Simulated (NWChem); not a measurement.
**C3H6O (propylene oxide): levels of theory compared**

Wanted: a comparison of 6 runs (r2SCAN/def2-SVP, BLYP/def2-SVP, PBE/def2-SVP, SVWN5/def2-SVP, TPSS/def2-SVP, revPBE/def2-SVP) of C3H6O (propylene oxide). 

Program for the calculation: NWChem 7.3.0.

## Step 1: The molecule

The species is C3H6O (10 atoms), meant as a singlet with charge 0. SMILES: `CC1CO1`. Geometry: relaxed at PBE0-D4/def2-TZVP.

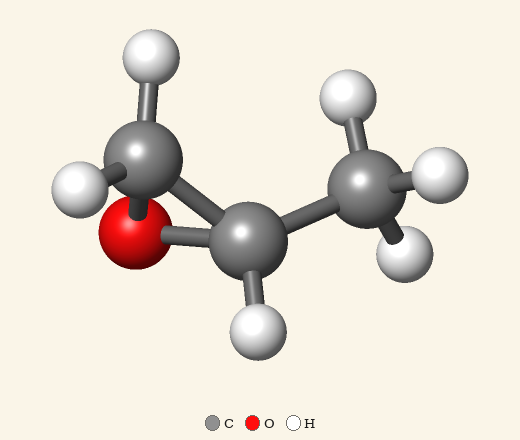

The structure, seen from a chosen angle (carbon grey, oxygen red, hydrogen white).

## Step 2: Energy and forces at r2SCAN/def2-SVP (run 1)

File mymol.nw:

```
start mymol
title "C3H6O"
memory total 2200 mb

geometry noautosym nocenter noautoz
C      0.210800     0.403200    -1.162600
C      0.448800    -0.233800     0.169000
C     -0.546800    -0.202400     1.234900
O     -0.330600    -1.380700     0.475800
H     -0.858600     0.462700    -1.372600
H      0.629100     1.412900    -1.185300
H      0.685000    -0.176600    -1.958300
H      1.492600    -0.328400     0.468200
H     -1.496300     0.297800     1.056000
H     -0.234000    -0.254600     2.274900
end

basis spherical bse
* library def2-SVP
end

dft
xc r2scan
grid xfine
convergence energy 1e-08
iterations 100
mulliken
print low
end

task dft gradient
```

Launch:

```
$ nwchem mymol.nw > mymol.out
```

The program printed:

```text
[...]
 d= 0,ls=0.0,diis     1   -192.7908043953 -3.18D+02  1.37D-02  4.80D-01     6.0
[...]
 d= 0,ls=0.0,diis    10   -192.8490118687 -1.04D-09  2.40D-07  7.20D-10    41.3
         Total DFT energy =     -192.849011868660
      One electron energy =     -508.924859181377
           Coulomb energy =      217.665512544663
    Exchange-Corr. energy =      -26.981156403023
 Nuclear repulsion energy =      125.391491171077
[...]
      Total Density - Mulliken Population Analysis
     ---------------------------------------------
    Atom       Charge   Shell Charges
 -----------   ------   -------------------------------------------------------
    1 C    6     5.98   1.99  0.91  0.09  2.12  0.84  0.03
    2 C    6     6.04   1.99  0.93  0.25  2.07  0.73  0.08
    3 C    6     5.86   1.99  0.92  0.15  2.07  0.67  0.06
    4 O    8     8.36   1.99  1.11  0.77  2.80  1.66  0.02
    5 H    1     0.97   0.74  0.20  0.03
    6 H    1     0.96   0.74  0.19  0.03
    7 H    1     0.95   0.74  0.18  0.03
    8 H    1     0.96   0.76  0.18  0.02
    9 H    1     0.96   0.75  0.18  0.02
   10 H    1     0.96   0.75  0.18  0.02
[...]
                         DFT ENERGY GRADIENTS
    atom               coordinates                        gradient
                 x          y          z           x          y          z
   1 C       0.398354   0.761938  -2.196995   -0.000462   0.000603  -0.002175
   2 C       0.848109  -0.441818   0.319364    0.001398  -0.000279   0.002616
   3 C      -1.033302  -0.382481   2.333623   -0.000055   0.002219   0.000902
   4 O      -0.624743  -2.609145   0.899132    0.001389   0.004024   0.001350
   5 H      -1.622519   0.874376  -2.593838    0.005767  -0.000165   0.001301
   6 H       1.188827   2.669994  -2.239892   -0.002326  -0.005474   0.000616
   7 H       1.294462  -0.333726  -3.700650   -0.002460   0.003048   0.004376
   8 H       2.820605  -0.620586   0.884770   -0.008022   0.000237  -0.001962
   9 H      -2.827597   0.562760   1.995551    0.006895  -0.003993   0.000821
  10 H      -0.442196  -0.481124   4.298938   -0.002122  -0.000219  -0.007845
[...]
```

Wall time 51 s (1 thread of Intel Xeon 6975P-C (Granite Rapids), shared host); peak memory 0.14 GiB.

## Step 3: Energy and forces at BLYP/def2-SVP (run 2)

File run.py:

```python
from ase import Atoms
from ase.calculators.nwchem import NWChem

atoms = Atoms(['C', 'C', 'C', 'O', 'H', 'H', 'H', 'H', 'H', 'H'], positions=[
    [0.210800, 0.403200, -1.162600],
    [0.448800, -0.233800, 0.169000],
    [-0.546800, -0.202400, 1.234900],
    [-0.330600, -1.380700, 0.475800],
    [-0.858600, 0.462700, -1.372600],
    [0.629100, 1.412900, -1.185300],
    [0.685000, -0.176600, -1.958300],
    [1.492600, -0.328400, 0.468200],
    [-1.496300, 0.297800, 1.056000],
    [-0.234000, -0.254600, 2.274900],
])

calc = NWChem(
    label='c3h6o',
    theory='dft',
    memory='2200 mb',
    basis='def2-SVP',
    basispar='spherical bse',
    dft={'xc': 'becke88 lyp', 'mult': '1', 'grid': 'xfine', 'convergence': 'energy 1e-08', 'iterations': '100', 'mulliken': None},
)
atoms.calc = calc

forces = atoms.get_forces()
print("Total energy (eV):", round(atoms.get_potential_energy(), 6))
print("forces (eV/A):")
for s, f in zip(atoms.symbols, forces):
    print(f"{s:2s} {f[0]:10.5f} {f[1]:10.5f} {f[2]:10.5f}")
print("dipole (e A):", atoms.get_dipole_moment().round(4))
```

Launch:

```
$ export ASE_NWCHEM_COMMAND="nwchem PREFIX.nwi > PREFIX.nwo"
$ python run.py
```

The program printed:

```text
Total energy (eV): -5248.450188
forces (eV/A):
C     0.03651    0.05327   -0.01548
C     0.35157    0.22677   -0.30257
C    -0.27645    0.16851    0.40073
O    -0.28709   -1.13900   -0.22297
H    -0.52996    0.03708   -0.14861
H     0.21968    0.53104   -0.06525
H     0.23469   -0.27675   -0.43462
H     0.66021    0.00386    0.15118
H    -0.56806    0.34952   -0.02880
H     0.15889    0.04577    0.66638
dipole (e A): [0.0924 0.3553 0.0121]
```

The calculator wrote c3h6o.nwi:

```
title "c3h6o"

permanent_dir c3h6o

scratch_dir c3h6o

start c3h6o

geometry units angstrom nocenter noautosym noautoz
  C  2.1079999999999999e-01 4.0320000000000000e-01 -1.1626000000000001e+00
  C  4.4879999999999998e-01 -2.3380000000000001e-01 1.6900000000000001e-01
  C  -5.4679999999999995e-01 -2.0240000000000000e-01 1.2349000000000001e+00
  O  -3.3060000000000000e-01 -1.3807000000000000e+00 4.7580000000000000e-01
  H  -8.5860000000000003e-01 4.6270000000000000e-01 -1.3726000000000000e+00
  H  6.2909999999999999e-01 1.4129000000000000e+00 -1.1853000000000000e+00
  H  6.8500000000000005e-01 -1.7660000000000001e-01 -1.9582999999999999e+00
  H  1.4925999999999999e+00 -3.2840000000000003e-01 4.6820000000000001e-01
  H  -1.4963000000000000e+00 2.9780000000000001e-01 1.0560000000000000e+00
  H  -2.3400000000000001e-01 -2.5459999999999999e-01 2.2749000000000001e+00
end

memory 2200 mb

basis spherical bse noprint
   * library def2-SVP
end

dft
  xc becke88 lyp
  mult 1
  grid xfine
  convergence energy 1e-08
  iterations 100
  mulliken
end

task dft gradient
```

c3h6o.nwo, shortened:

```text
[...]
         Total DFT energy =     -192.876988458798
[...]
  wavefunction    = closed shell
                         DFT ENERGY GRADIENTS
    atom               coordinates                        gradient
                 x          y          z           x          y          z
   1 C       0.398354   0.761938  -2.196995   -0.000710  -0.001036   0.000301
   2 C       0.848109  -0.441818   0.319364   -0.006837  -0.004410   0.005884
   3 C      -1.033302  -0.382481   2.333623    0.005376  -0.003277  -0.007793
[... 6 lines of this table left out ...]
  10 H      -0.442196  -0.481124   4.298938   -0.003090  -0.000890  -0.012959
[...]
```

It took 35 s on 1 thread of Intel Xeon 6975P-C (Granite Rapids), shared host; peak memory 0.14 GiB.

Runs 3 to 4 aren't shown in full; the table further down has their settings and results.

## Step 4: Energy and gradient at TPSS/def2-SVP (run 5)

File test.nw:

```
start test
memory stack 880 mb heap 220 mb global 1100 mb

geometry units angstrom noautosym nocenter noautoz
 C      0.210800     0.403200    -1.162600
 C      0.448800    -0.233800     0.169000
 C     -0.546800    -0.202400     1.234900
 O     -0.330600    -1.380700     0.475800
 H     -0.858600     0.462700    -1.372600
 H      0.629100     1.412900    -1.185300
 H      0.685000    -0.176600    -1.958300
 H      1.492600    -0.328400     0.468200
 H     -1.496300     0.297800     1.056000
 H     -0.234000    -0.254600     2.274900
end

basis spherical bse
 * library def2-SVP
end

dft
 xc xtpss03 ctpss03
 grid xfine
 convergence energy 1e-08
 maxiter 100
 mulliken
 print medium
end

task dft gradient
```

Launch:

```
$ nwchem test.nw > test.out
```

The program printed:

```text
[...]
          Wavefunction type:  closed shell.
          No. of atoms     :    10
          No. of electrons :    32
[...]
          Charge           :     0
          Spin multiplicity:     1
[...]
          AO basis - number of functions:    86
[...]
              XC Information
              --------------
                  TPSS metaGGA Exchange Functional  1.000
             TPSS03 metaGGA Correlation Functional  1.000
[...]
 d= 0,ls=0.0,diis     1   -192.9354032549 -3.18D+02  1.57D-02  4.87D-01     5.0
[...]
 d= 0,ls=0.0,diis    10   -193.0014474585 -1.09D-09  3.10D-07  1.30D-09    40.3
         Total DFT energy =     -193.001447458477
      One electron energy =     -508.974102982988
           Coulomb energy =      217.735770415686
    Exchange-Corr. energy =      -27.154606062252
 Nuclear repulsion energy =      125.391491171077
[...]
      Total Density - Mulliken Population Analysis
     ---------------------------------------------
    Atom       Charge   Shell Charges
 -----------   ------   -------------------------------------------------------
    1 C    6     5.92   1.99  0.91  0.05  2.14  0.81  0.03
    2 C    6     6.04   1.99  0.93  0.24  2.09  0.72  0.07
    3 C    6     5.85   1.99  0.92  0.14  2.09  0.66  0.06
    4 O    8     8.33   1.99  1.12  0.76  2.81  1.63  0.02
    5 H    1     0.99   0.76  0.20  0.02
    6 H    1     0.98   0.76  0.20  0.02
    7 H    1     0.97   0.76  0.19  0.02
    8 H    1     0.98   0.77  0.18  0.02
    9 H    1     0.98   0.77  0.19  0.02
   10 H    1     0.97   0.77  0.18  0.02
[...]
  wavefunction    = closed shell
                         DFT ENERGY GRADIENTS
    atom               coordinates                        gradient
                 x          y          z           x          y          z
   1 C       0.398354   0.761938  -2.196995   -0.000292  -0.000906   0.001034
   2 C       0.848109  -0.441818   0.319364   -0.004204  -0.002726   0.002870
   3 C      -1.033302  -0.382481   2.333623    0.002880  -0.001496  -0.003976
   4 O      -0.624743  -2.609145   0.899132    0.003934   0.013842   0.002576
   5 H      -1.622519   0.874376  -2.593838    0.007470  -0.000382   0.001794
   6 H       1.188827   2.669994  -2.239892   -0.003144  -0.007438   0.000684
   7 H       1.294462  -0.333726  -3.700650   -0.003339   0.004054   0.005924
   8 H       2.820605  -0.620586   0.884770   -0.009124   0.000108  -0.002072
   9 H      -2.827597   0.562760   1.995551    0.008032  -0.004602   0.000399
  10 H      -0.442196  -0.481124   4.298938   -0.002213  -0.000453  -0.009233
[...]
```

Run time: 51 s. Hardware: 1 thread of Intel Xeon 6975P-C (Granite Rapids), shared host; peak memory 0.14 GiB.

## Step 5: Energy and gradient at revPBE/def2-SVP (run 6)

File input.xyz:

```xyz
10
C3H6O
C      0.210800     0.403200    -1.162600
C      0.448800    -0.233800     0.169000
C     -0.546800    -0.202400     1.234900
O     -0.330600    -1.380700     0.475800
H     -0.858600     0.462700    -1.372600
H      0.629100     1.412900    -1.185300
H      0.685000    -0.176600    -1.958300
H      1.492600    -0.328400     0.468200
H     -1.496300     0.297800     1.056000
H     -0.234000    -0.254600     2.274900
```

File run.py:

```python
from ase.io import read
from ase.calculators.nwchem import NWChem

molecule = read('input.xyz')

calc = NWChem(
    label='input',
    theory='dft',
    memory='2200 mb',
    basis='def2-SVP',
    basispar='spherical bse',
    dft={'xc': 'revpbe cpbe96', 'mult': '1', 'grid': 'xfine', 'convergence': 'energy 1e-08', 'iterations': '100', 'mulliken': None},
)
molecule.calc = calc

forces = molecule.get_forces()
print(f"energy = {molecule.get_potential_energy():.6f} eV")
print("forces (eV/A):")
for s, f in zip(molecule.symbols, forces):
    print(f"{s:2s} {f[0]:10.5f} {f[1]:10.5f} {f[2]:10.5f}")
print("dipole (e A):", molecule.get_dipole_moment().round(4))
```

Launch:

```
$ export ASE_NWCHEM_COMMAND="nwchem PREFIX.nwi > PREFIX.nwo"
$ python run.py
```

The program printed:

```text
energy = -5249.303693 eV
forces (eV/A):
C     0.05101    0.03420    0.03142
C     0.15144    0.12974   -0.27115
C    -0.16440    0.00381    0.21484
O    -0.22672   -0.86559   -0.14943
H    -0.54199    0.04114   -0.15334
H     0.22142    0.53937   -0.06217
H     0.24199   -0.28498   -0.44187
H     0.69230   -0.00237    0.16872
H    -0.59958    0.36412   -0.03780
H     0.17458    0.04057    0.70083
dipole (e A): [0.0908 0.3559 0.0113]
```

The calculator wrote input.nwi:

```
title "input"

permanent_dir input

scratch_dir input

start input

geometry units angstrom nocenter noautosym noautoz
  C  2.1079999999999999e-01 4.0320000000000000e-01 -1.1626000000000001e+00
  C  4.4879999999999998e-01 -2.3380000000000001e-01 1.6900000000000001e-01
  C  -5.4679999999999995e-01 -2.0240000000000000e-01 1.2349000000000001e+00
  O  -3.3060000000000000e-01 -1.3807000000000000e+00 4.7580000000000000e-01
  H  -8.5860000000000003e-01 4.6270000000000000e-01 -1.3726000000000000e+00
  H  6.2909999999999999e-01 1.4129000000000000e+00 -1.1853000000000000e+00
  H  6.8500000000000005e-01 -1.7660000000000001e-01 -1.9582999999999999e+00
  H  1.4925999999999999e+00 -3.2840000000000003e-01 4.6820000000000001e-01
  H  -1.4963000000000000e+00 2.9780000000000001e-01 1.0560000000000000e+00
  H  -2.3400000000000001e-01 -2.5459999999999999e-01 2.2749000000000001e+00
end

memory 2200 mb

basis spherical bse noprint
   * library def2-SVP
end

dft
  xc revpbe cpbe96
  mult 1
  grid xfine
  convergence energy 1e-08
  iterations 100
  mulliken
end

task dft gradient
```

input.nwo, shortened:

```text
[...]
         Total DFT energy =     -192.908354186968
[...]
  wavefunction    = closed shell
                         DFT ENERGY GRADIENTS
    atom               coordinates                        gradient
                 x          y          z           x          y          z
   1 C       0.398354   0.761938  -2.196995   -0.000992  -0.000665  -0.000611
   2 C       0.848109  -0.441818   0.319364   -0.002945  -0.002523   0.005273
   3 C      -1.033302  -0.382481   2.333623    0.003197  -0.000074  -0.004178
[... 6 lines of this table left out ...]
  10 H      -0.442196  -0.481124   4.298938   -0.003395  -0.000789  -0.013629
[...]
```

Wall time 40 s (1 thread of Intel Xeon 6975P-C (Granite Rapids), shared host); peak memory 0.15 GiB.

## Step 6: Overview of the runs

```
run            level  energy (Eh)  largest force (eV/Å)  wall time
  1  r2SCAN/def2-SVP  -192.849012                 0.425       51 s
  2    BLYP/def2-SVP  -192.876988                 1.196       35 s
  3     PBE/def2-SVP  -192.722642                 0.702       36 s
  4   SVWN5/def2-SVP  -191.319613                 0.821       19 s
  5    TPSS/def2-SVP  -193.001447                 0.752       51 s
  6  revPBE/def2-SVP  -192.908354                 0.907       40 s
```

## Step 7: Outcome

| quantity | value |
| --- | --- |
| run 6: total energy | -192.90835 Eh |
| run 6: dipole moment | 1.77 D |
| run 6: HOMO energy | -5.80 eV |
| run 6: LUMO energy | 1.41 eV |
| run 6: HOMO–LUMO gap | 7.21 eV |
| run 6: largest force on an atom | 0.907 eV/Å |

**Reading.** Over runs 2, 3, 4, 5, 6 the dipole moment (its size) runs from 1.76 D (BLYP/def2-SVP) to 1.84 D (TPSS/def2-SVP). Over runs 2, 3, 4, 5, 6 the HOMO–LUMO gap runs from 7.00 eV (BLYP/def2-SVP) to 7.60 eV (TPSS/def2-SVP). Totals of different functionals can't be ranked against each other. All runs together took 3.9 min, the longest 51 s.
